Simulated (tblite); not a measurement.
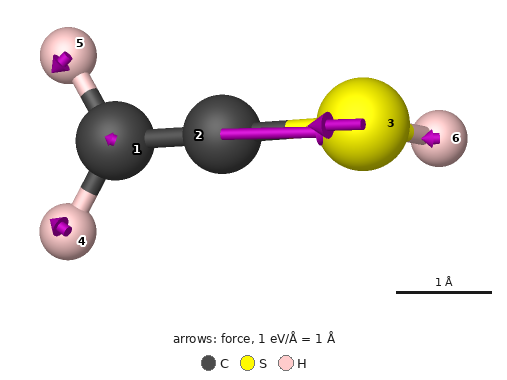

Starting geometry of C₂H₃S (multiplicity 2) with the computed forces as purple arrows. A ball-and-stick model, seen at a tilt.

All numbers below come from GFN2-xTB geometry optimisation, gas phase (tblite). 

**Is this structure relaxed? If not, where do the atoms go?**

It isn't relaxed: the largest force vector, on C2, is 1.35 eV/Å. The final displacements have little in common with the starting forces (cosine between the two patterns 0.16). S3 moves most after the best rigid fit: 0.47 Å. Largest moves by element: S 0.47 Å, C 0.40 Å, H 0.26 Å. Among the contacts that change: C1–C2 1.282 → 1.301 Å, C2–S3 1.704 → 1.692 Å, C1–H4 1.089 → 1.079 Å. Among the angles between lasting bonds that change: C1–C2–S3 178.9° → 137.7°, C2–C1–H5 121.2° → 124.3°, H4–C1–H5 117.9° → 115.0°. The energy falls by 0.365 eV in 43 geometry steps. The run took 0.08 s on 1 thread of Arm Neoverse V2 (shared host).
